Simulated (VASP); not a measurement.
Band structure of KF (space group Fm-3m). All values below come from LDA (Ceperley-Alder, Perdew-Zunger), VASP's LDA PAW potentials (set 64) (plane waves; VASP).

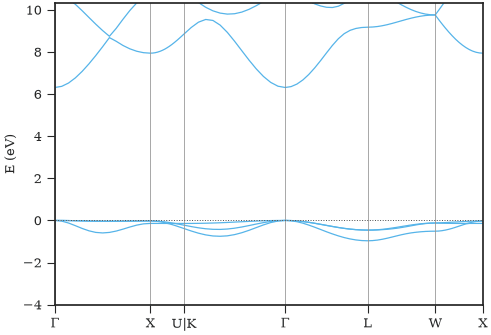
Fig. 1. Bands along high-symmetry lines, zero at the valence-band maximum or, without a gap, the Fermi level

Problem. Read the plot: is there a gap, and where are the band edges?

Solution. The gap is direct, 6.31 eV, from the valence maximum at Γ to the conduction minimum at Γ. (Edges off the drawn lines would not show.)

The structure comes from a computed database's KF entry (Fm-3m); how it stands against other phases isn't given here. It was relaxed first, which changed the volume by -8 %.
